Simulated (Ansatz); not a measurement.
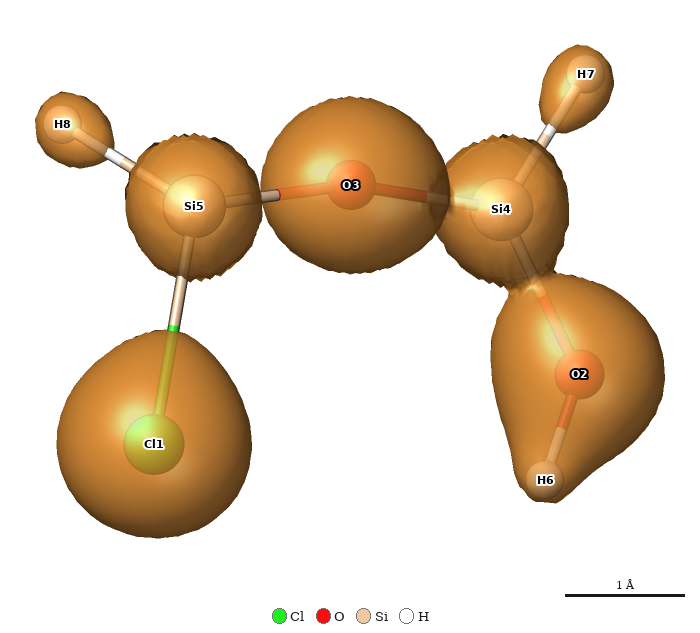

ClH3O2Si2 (SMILES O[SiH+]O[SiH]Cl) (charge +1, doublet). Isosurface of the electron density at 1 e/Å³ (orange), seen at a tilt.

Geometry: B3LYP/6-31G*.

The calculation used isolated molecule in a Gaussian basis; Kohn-Sham density functional theory, functional PBE0 in Ansatz.

```
atom    x (Å)    y (Å)    z (Å)
  Cl   0.4102   2.1730  -0.3255
   O   1.7797  -1.4100   1.8910
   O   0.0111  -0.8270  -0.2132
  Si   0.7067  -1.8124   0.7906
  Si  -0.4386   0.5282  -1.2039
   H   2.1252  -0.5248   2.1020
   H   0.4179  -3.2405   0.7461
   H  -1.9193   0.5572  -1.0983
```

### Which contacts does the surface bridge?

At this value the surface falls into five separate pieces. It bridges the sampled Si–O (1.57 Å) and O–H (0.97 Å) contacts, where the density stays above the isovalue. It is pinched off along the sampled Si–Cl (2.05 Å) and Si–O (1.74 Å) contacts. On the grid the lowest density along these lines, outside the cores, is 1.2 e/Å³ (Si–O, 1.57 Å), 0.69 e/Å³ (Si–Cl, 2.05 Å), 2.2 e/Å³ (O–H, 0.97 Å) and 0.72 e/Å³ (Si–O, 1.74 Å).
